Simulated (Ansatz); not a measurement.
# H3InO3: molecular dynamics

The plan is to follow the molecule's vibrations and see whether its bonds hold. The start is relaxed first. Runs: 300 steps of 0.5 fs at constant energy, with velocities drawn for 700 K.

Method: RKS B3LYP/def2-SVP, in Ansatz 0.2.0.

## (1) The structure to begin with

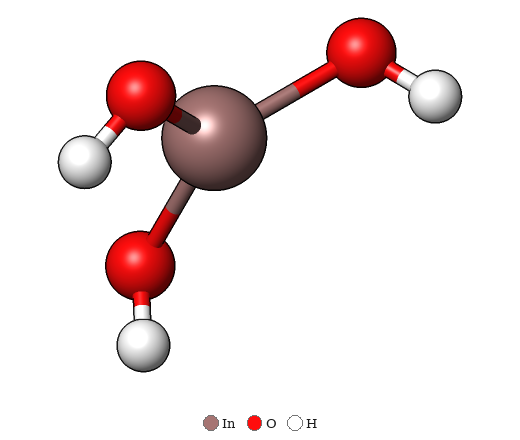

Start, viewed from a free direction; indium brown, oxygen red, hydrogen white.

Structure file:

```xyz
7

In    0.0000    0.0000    0.0000
O     0.0000    0.0000    1.9900
H    -0.9095   -0.2814    2.3271
O     1.7233    0.0000   -0.9950
H     2.0232   -0.9519   -1.1499
O    -1.7233    0.0000   -0.9950
H    -2.2330   -0.8467   -0.7865
```

## (2) Preparing the start

Input file input.yaml:

```yaml
crystal:
  periodic: [false, false, false]
  atoms:
    - { symbol: In, position_ang: [0.0, 0.0, 0.0] }
    - { symbol: O, position_ang: [0.0, 0.0, 1.99] }
    - { symbol: H, position_ang: [-0.9095, -0.2814, 2.3271] }
    - { symbol: O, position_ang: [1.7233, 0.0, -0.995] }
    - { symbol: H, position_ang: [2.0232, -0.9519, -1.1499] }
    - { symbol: O, position_ang: [-1.7233, 0.0, -0.995] }
    - { symbol: H, position_ang: [-2.233, -0.8467, -0.7865] }
basis:
  gaussian: { orbitals: def2-SVP }
hamiltonian:
  xc: b3lyp
relax:
  f_tol: 0.02
  max_steps: 40
```

Launch:

```
ansatz run input.yaml --threads 1 --pin off --max-ram 2048MiB --backend cpu --events-out ev --progress --plain --runs-dir out
```

Output (excerpt; [...] marks lines left out):

```text
Warning: RAYON_NUM_THREADS=1 ignored (pool sized by the plan → 1); use --threads N
[...]
Functional definition: B3LYP
[...]
951 factors; integrals over basis functions are off by at most 2.7e-4 eV
[...]
mean field -11360.83661643 eV, -417.5030450023 hartree, gradient 6.6e-6 eV, S^2 0.000000; 0 other end points of the search recorded, 0 dependent functions left out
[...]
reference -11360.83687926 eV, -417.5030546612 hartree; 24, 24 occupied and 59, 59 virtual orbitals, 951 factors
relax step   1: F+E_penalty+E_count = -11360.83661643 eV  Δ(F+E_penalty+E_count) = +0.000e0 eV  max|allowed force component| = 1.734e0 eV/Å  Δτ_max = 0.0000 Å  (26 SCF iters, accepted)
[...]
relax step   7: F+E_penalty+E_count = -11361.17005679 eV  Δ(F+E_penalty+E_count) = -8.610e-3 eV  max|allowed force component| = 3.644e-2 eV/Å  Δτ_max = 0.1452 Å  (30 SCF iters, accepted)
[...]
relax step   8: F+E_penalty+E_count = -11361.17156411 eV  Δ(F+E_penalty+E_count) = -1.507e-3 eV  max|allowed force component| = 7.468e-3 eV/Å  Δτ_max = 0.0554 Å  (29 SCF iters, accepted)
951 factors; integrals over basis functions are off by at most 8.1e-4 eV
mean field -11361.17156411 eV, -417.5153541025 hartree, gradient 1.8e-5 eV, S^2 0.000000; 1 other end points of the search recorded, 0 dependent functions left out
[...]
reference -11361.17181556 eV, -417.5153633430 hartree; 24, 24 occupied and 59, 59 virtual orbitals, 951 factors
Total energy: -11361.17181556 eV, -417.5153633430 hartree
Atom 0 at     0.063608    -0.280650     0.111022 Å, force    -0.001935     0.003867    -0.000797 eV/Å
Atom 1 at    -0.080886    -0.055781     2.094490 Å, force    -0.000248     0.002056    -0.000347 eV/Å
Atom 2 at    -1.002665    -0.030213     2.388186 Å, force     0.000860    -0.001759    -0.000828 eV/Å
Atom 3 at     1.889947    -0.301297    -0.691350 Å, force     0.002215    -0.007468     0.002403 eV/Å
Atom 4 at     1.832515    -0.440127    -1.648034 Å, force    -0.000655     0.005562    -0.001868 eV/Å
Atom 5 at    -1.483442    -0.483885    -1.158467 Å, force     0.000846    -0.003422     0.002442 eV/Å
Atom 6 at    -2.338378    -0.488048    -0.705147 Å, force    -0.001084     0.001165    -0.001005 eV/Å
Dipole moment:    -0.575664    -0.033170    -0.022627 e Å
```

Run time: 20 s. Hardware: 1 thread of Intel Xeon 6975P-C (Granite Rapids), shared host; peak memory 0.18 GiB.

Relaxation path:

| step | energy from step 1 (eV) | largest force component (eV/Å) |
| --- | --- | --- |
| 1 | 0.0000 | 1.7339 |
| 2 | -0.0263 | 2.8264 |
| 3 | -0.2173 | 0.2175 |
| 4 | -0.2473 | 0.1925 |
| 5 | -0.2964 | 0.3789 |
| 6 | -0.3248 | 0.2223 |
| 7 | -0.3334 | 0.0364 |
| 8 | -0.3349 | 0.0075 |

Step 1 is the start.

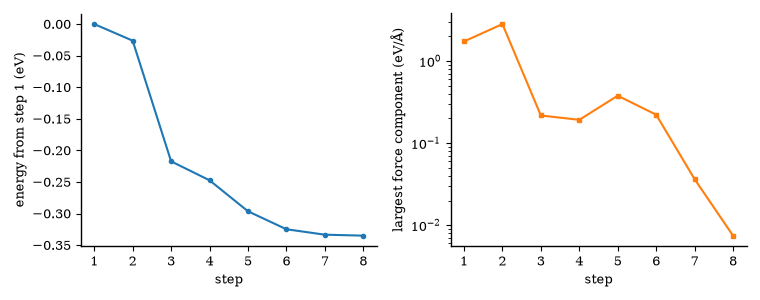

Energy and largest force along the relaxation.

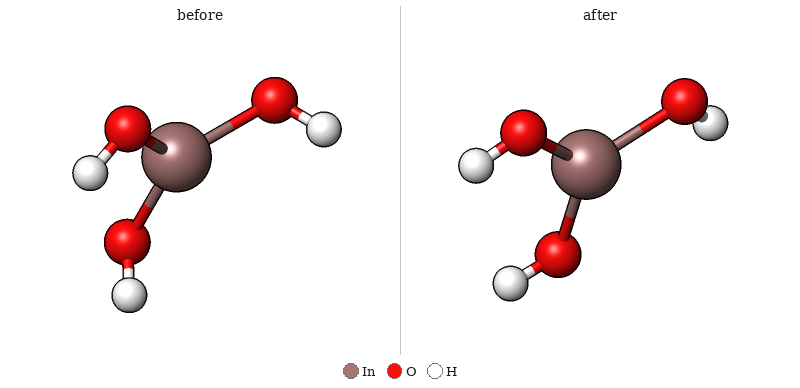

Before and after, at one scale.

After: Bond lengths: In1–O2 2.001 Å, O2–H3 0.968 Å, In1–O4 1.995 Å, O4–H5 0.968 Å, In1–O6 2.012 Å, O6–H7 0.968 Å. Angles: In1–O2–H3 111.9°, O2–In1–O4 117.8°, O2–In1–O6 125.5°, O4–In1–O6 116.7°, In1–O4–H5 110.2°, In1–O6–H7 112.6°.

## (3) Dynamics

300 steps of 0.5 fs at constant energy, with velocities drawn for 700 K, from the relaxed start.

Input file input.yaml:

```yaml
crystal:
  periodic: [false, false, false]
  atoms:
    - { symbol: In, position_ang: [0.063608, -0.28065, 0.111022] }
    - { symbol: O, position_ang: [-0.080886, -0.055781, 2.09449] }
    - { symbol: H, position_ang: [-1.002665, -0.030213, 2.388186] }
    - { symbol: O, position_ang: [1.889947, -0.301297, -0.69135] }
    - { symbol: H, position_ang: [1.832515, -0.440127, -1.648034] }
    - { symbol: O, position_ang: [-1.483442, -0.483885, -1.158467] }
    - { symbol: H, position_ang: [-2.338378, -0.488048, -0.705147] }
basis:
  gaussian: { orbitals: def2-SVP }
hamiltonian:
  xc: b3lyp
md:
  timestep: 0.5
  n_steps: 300
  ensemble: nve
  temperature: 700.0
  initial_velocities: maxwell_boltzmann
  seed: 11376
```

Launch:

```
ansatz run input.yaml --threads 1 --pin off --max-ram 2048MiB --backend cpu --events-out ev --progress --plain --runs-dir out
```

Output (excerpt; [...] marks lines left out):

```text
Warning: RAYON_NUM_THREADS=1 ignored (pool sized by the plan → 1); use --threads N
[...]
Functional definition: B3LYP
[...]
950 factors; integrals over basis functions are off by at most 2.4e-4 eV
[...]
mean field -11361.17158754 eV, -417.5153549635 hartree, gradient 2.6e-5 eV, S^2 0.000000; 0 other end points of the search recorded, 0 dependent functions left out
[...]
reference -11361.17184069 eV, -417.5153642666 hartree; 24, 24 occupied and 59, 59 virtual orbitals, 950 factors
md step     0: t =     0.00 fs  T =   700.0 K  F+E_penalty+E_count = -11361.17158754 eV  E_kin = 0.452410 eV  conserved = -11360.71917755 eV  (26 SCF iters)
[...]
md step    20: t =    10.00 fs  T =   265.3 K  F+E_penalty+E_count = -11360.88845248 eV  E_kin = 0.171462 eV  conserved = -11360.71699040 eV  (31 SCF iters)
[...]
md step    40: t =    20.00 fs  T =   477.9 K  F+E_penalty+E_count = -11361.02576804 eV  E_kin = 0.308843 eV  conserved = -11360.71692495 eV  (32 SCF iters)
[...]
md step    60: t =    30.00 fs  T =   315.1 K  F+E_penalty+E_count = -11360.92230979 eV  E_kin = 0.203666 eV  conserved = -11360.71864337 eV  (33 SCF iters)
[...]
md step    80: t =    40.00 fs  T =   370.8 K  F+E_penalty+E_count = -11360.95794041 eV  E_kin = 0.239629 eV  conserved = -11360.71831181 eV  (32 SCF iters)
md step    81: t =    40.50 fs  T =   323.2 K  F+E_penalty+E_count = -11360.92643943 eV  E_kin = 0.208913 eV  conserved = -11360.71752601 eV  (32 SCF iters)
```

## (4) The output, continued: dynamics from the start

Output, continued (excerpt; [...] marks lines left out):

```text
md step    82: t =    41.00 fs  T =   278.8 K  F+E_penalty+E_count = -11360.89703616 eV  E_kin = 0.180195 eV  conserved = -11360.71684149 eV  (32 SCF iters)
[...]
md step   108: t =    54.00 fs  T =   275.9 K  F+E_penalty+E_count = -11360.89506579 eV  E_kin = 0.178302 eV  conserved = -11360.71676386 eV  (30 SCF iters)
[...]
md step   134: t =    67.00 fs  T =   148.4 K  F+E_penalty+E_count = -11360.81277857 eV  E_kin = 0.095893 eV  conserved = -11360.71688507 eV  (33 SCF iters)
[...]
md step   160: t =    80.00 fs  T =   430.5 K  F+E_penalty+E_count = -11360.99587869 eV  E_kin = 0.278254 eV  conserved = -11360.71762420 eV  (26 SCF iters)
[...]
md step   184: t =    92.00 fs  T =   233.3 K  F+E_penalty+E_count = -11360.86955074 eV  E_kin = 0.150806 eV  conserved = -11360.71874464 eV  (25 SCF iters)
md step   185: t =    92.50 fs  T =   201.9 K  F+E_penalty+E_count = -11360.84856023 eV  E_kin = 0.130457 eV  conserved = -11360.71810300 eV  (26 SCF iters)
```

## (5) More of the same log: dynamics from the start

The log, continued (excerpt; [...] marks lines left out):

```text
md step   186: t =    93.00 fs  T =   159.7 K  F+E_penalty+E_count = -11360.82051679 eV  E_kin = 0.103240 eV  conserved = -11360.71727687 eV  (26 SCF iters)
[...]
md step   207: t =   103.50 fs  T =   313.1 K  F+E_penalty+E_count = -11360.91950559 eV  E_kin = 0.202357 eV  conserved = -11360.71714866 eV  (32 SCF iters)
[...]
md step   228: t =   114.00 fs  T =   436.5 K  F+E_penalty+E_count = -11361.00101562 eV  E_kin = 0.282093 eV  conserved = -11360.71892234 eV  (33 SCF iters)
[...]
md step   249: t =   124.50 fs  T =   321.6 K  F+E_penalty+E_count = -11360.92421548 eV  E_kin = 0.207825 eV  conserved = -11360.71639047 eV  (26 SCF iters)
[...]
md step   299: t =   149.50 fs  T =   399.4 K  F+E_penalty+E_count = -11360.97663837 eV  E_kin = 0.258160 eV  conserved = -11360.71847876 eV  (32 SCF iters)
[...]
md step   300: t =   150.00 fs  T =   354.0 K  F+E_penalty+E_count = -11360.94642303 eV  E_kin = 0.228778 eV  conserved = -11360.71764510 eV  (27 SCF iters)
Total energy: -11360.94667794 eV, -417.5070896879 hartree
Atom 0 at     0.064524    -0.304515     0.106568 Å, force     1.611189     0.165019    -0.139595 eV/Å
Atom 1 at    -0.152274    -0.054898     2.082252 Å, force    -0.732455    -0.209814     0.474109 eV/Å
Atom 2 at    -1.047828    -0.239801     2.473412 Å, force     1.058102     0.203360    -0.827118 eV/Å
Atom 3 at     1.977068    -0.189338    -0.747568 Å, force    -0.958905    -0.087655     0.627892 eV/Å
Atom 4 at     2.135273    -0.558808    -1.635005 Å, force    -0.469928     0.056446     0.314687 eV/Å
Atom 5 at    -1.582833    -0.389902    -0.992344 Å, force    -0.687437     0.349140     1.030196 eV/Å
Atom 6 at    -1.372526    -0.724092    -1.846247 Å, force     0.179432    -0.476496    -1.480171 eV/Å
Dipole moment:    -0.197588    -0.344046    -0.389450 e Å
```

Wall time 11 min (1 thread of Intel Xeon 6975P-C (Granite Rapids), shared host); peak memory 0.18 GiB.

## (6) What the atoms did

One step in 22; energies are changes from step 0:

| time (fs) | T (K) | potential energy change (meV/atom) | total energy change (meV/atom) |
| --- | --- | --- | --- |
| 0.0 | 700 | 0.0 | 0.00 |
| 11.0 | 233 | 43.5 | 0.41 |
| 22.0 | 541 | 14.7 | 0.08 |
| 33.0 | 209 | 45.7 | 0.39 |
| 44.0 | 324 | 34.8 | 0.02 |
| 55.0 | 299 | 37.4 | 0.35 |
| 66.0 | 254 | 41.3 | 0.13 |
| 77.0 | 282 | 39.0 | 0.34 |
| 88.0 | 338 | 33.5 | 0.05 |
| 99.0 | 242 | 42.6 | 0.29 |
| 110.0 | 403 | 27.6 | 0.18 |
| 121.0 | 310 | 36.3 | 0.30 |
| 132.0 | 476 | 20.7 | 0.08 |
| 143.0 | 480 | 20.6 | 0.26 |
| 150.0 | 354 | 32.2 | 0.22 |

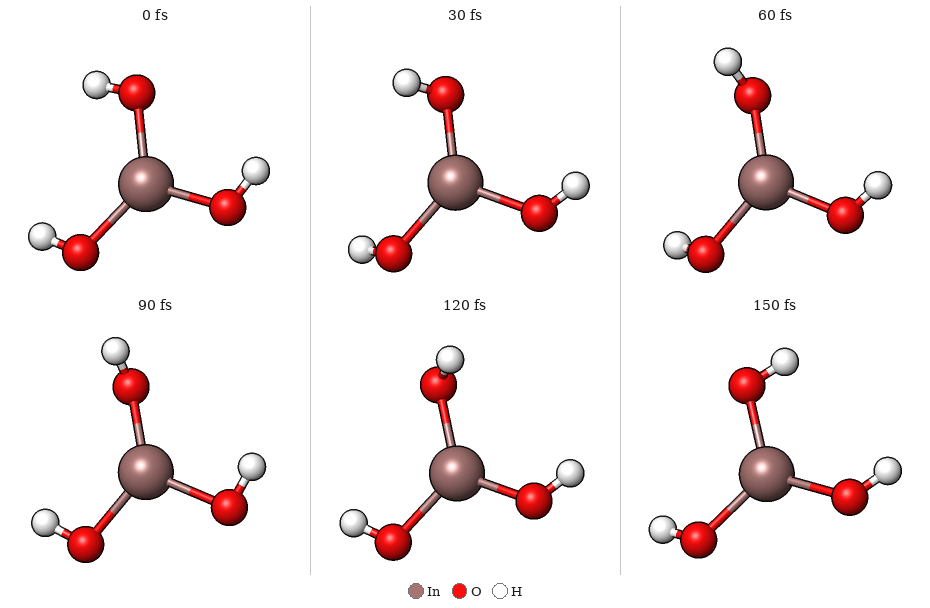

The system at six times, viewed from a chosen angle. Sticks join atoms within a bonding distance in each frame.

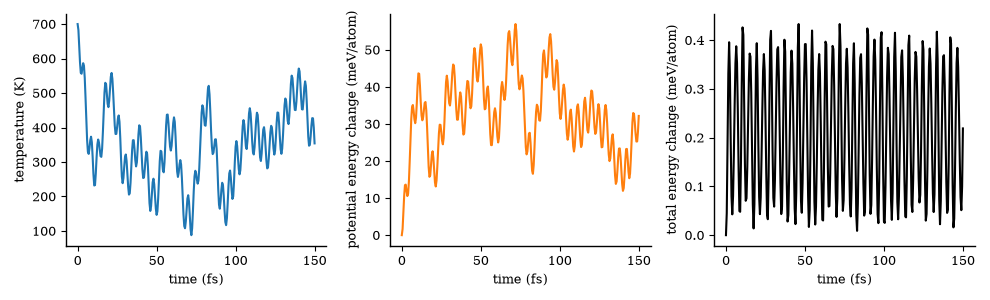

Traces against time; each panel has its own scale.

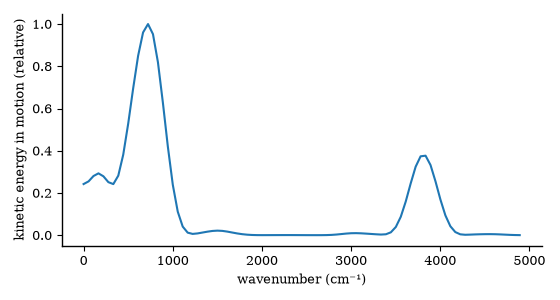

Power spectrum of the mass-weighted velocities; a run of 150 fs resolves no finer than about 440 cm⁻¹.

Maxima of the velocity power spectrum (cm⁻¹, relative height; resolution about 440 cm⁻¹): 720 (100), 3840 (38).

## (7) Frames from the trajectory

Positions (Å) and forces (eV/Å):

```xyz
7
time_fs=19.0 T=469 dE=0.1520
In    0.069   -0.255    0.097   -1.696   -0.244   -0.191
O    -0.045   -0.106    2.078   -1.167   -0.226    0.659
H    -0.951   -0.349    2.407    1.090    0.323   -0.392
O     1.875   -0.344   -0.599    1.208   -0.095   -0.831
H     1.933   -0.503   -1.558   -0.070    0.084    0.331
O    -1.553   -0.579   -1.129    2.459   -1.220   -0.178
H    -2.274   -0.033   -0.921   -1.824    1.379    0.601
7
time_fs=37.5 T=299 dE=0.2619
In    0.041   -0.238    0.084    2.025   -0.434    0.202
O    -0.030   -0.140    2.094   -1.001   -0.456    0.410
H    -0.849   -0.556    2.484    1.050    0.599   -0.679
O     2.018   -0.390   -0.590   -1.230    0.171    0.032
H     2.085   -0.455   -1.564   -0.238    0.050    0.489
O    -1.539   -0.620   -1.052    1.057   -1.742   -0.394
H    -2.101    0.118   -1.036   -1.661    1.812   -0.060
7
time_fs=56.0 T=405 dE=0.1909
In    0.056   -0.232    0.074   -0.353   -0.102    0.209
O    -0.011   -0.162    2.082   -1.010   -0.448    0.148
H    -0.865   -0.577    2.359    0.815    0.500   -0.134
O     1.949   -0.397   -0.520    0.033    0.119   -0.783
H     1.968   -0.393   -1.498    0.155   -0.038    0.424
O    -1.585   -0.631   -1.022    0.748   -0.900    0.272
H    -2.208    0.002   -1.355   -0.388    0.870   -0.136
7
time_fs=75.0 T=267 dE=0.2809
In    0.064   -0.231    0.074   -1.091   -0.671    0.041
O    -0.019   -0.190    2.055    0.641    0.203    0.139
H    -0.888   -0.267    2.443   -0.612   -0.044    0.102
O     1.903   -0.381   -0.514    1.272    0.058    0.042
H     2.212   -0.411   -1.423   -0.281    0.015   -0.279
O    -1.619   -0.662   -1.014    0.176    1.810   -0.079
H    -1.878    0.274   -1.256   -0.104   -1.371    0.032
7
time_fs=94.0 T=117 dE=0.3797
In    0.047   -0.245    0.075    1.643    0.056    0.280
O    -0.036   -0.186    2.087    1.186   -0.211   -0.692
H    -0.923    0.034    2.314   -1.380    0.274    0.570
O     2.046   -0.353   -0.556   -1.723    0.135    0.397
H     1.888   -0.409   -1.506    0.427   -0.064   -0.424
O    -1.587   -0.598   -0.981   -1.716    0.868   -1.460
H    -2.155    0.017   -1.554    1.562   -1.057    1.330
7
time_fs=112.5 T=381 dE=0.2076
In    0.066   -0.260    0.081   -0.129   -0.274    0.355
O    -0.077   -0.159    2.080    1.139   -0.230   -0.473
H    -0.908    0.119    2.443   -0.938    0.227    0.131
O     1.934   -0.301   -0.588    0.321    0.203    0.551
H     2.203   -0.504   -1.487   -0.338   -0.103   -0.349
O    -1.625   -0.577   -0.983    0.158    1.691   -1.236
H    -1.633    0.190   -1.645   -0.214   -1.514    1.021
7
time_fs=131.0 T=465 dE=0.1526
In    0.079   -0.281    0.095   -1.354    0.058   -0.174
O    -0.091   -0.116    2.059   -0.492    0.077    0.262
H    -1.045    0.003    2.202    0.137   -0.028    0.346
O     1.895   -0.233   -0.620    0.710   -0.205   -0.749
H     1.776   -0.634   -1.495    0.539    0.087   -0.122
O    -1.629   -0.500   -1.003    0.259    0.377   -0.617
H    -1.615   -0.144   -1.927    0.201   -0.367    1.054
7
time_fs=150.0 T=354 dE=0.2252
In    0.065   -0.304    0.107    1.611    0.165   -0.140
O    -0.152   -0.055    2.082   -0.733   -0.210    0.474
H    -1.048   -0.240    2.473    1.058    0.203   -0.827
O     1.977   -0.189   -0.748   -0.959   -0.088    0.628
H     2.135   -0.559   -1.635   -0.470    0.056    0.315
O    -1.583   -0.390   -0.992   -0.687    0.349    1.030
H    -1.373   -0.724   -1.846    0.179   -0.476   -1.480
```

## (8) Outcome

```
                          quantity                          value
           relaxation of the start        7 moves, 0.335 eV lower
                            length            300 steps of 0.5 fs
  temperature, first and last step                  700 and 354 K
          temperature, second half  mean 370 K, from 117 to 571 K
     potential energy, second half    +31 meV/atom from the start
largest change of the total energy                  0.43 meV/atom
            bonds formed or broken                              0
```

**Reading.** The temperature starts at 700 K and averages 370 K in the second half, where it ranges from 117 to 571 K. About half is expected from a start at a minimum: kinetic energy passes into potential energy until both shares match. The total energy strays from its start by at most 0.43 meV/atom, 1.3 % of the mean kinetic energy, which is good for a step of 0.5 fs. No bond forms or breaks. 150 fs on 7 atoms is far too short and small for converged averages. The nuclei move classically, without zero-point motion, which matters most for hydrogen.
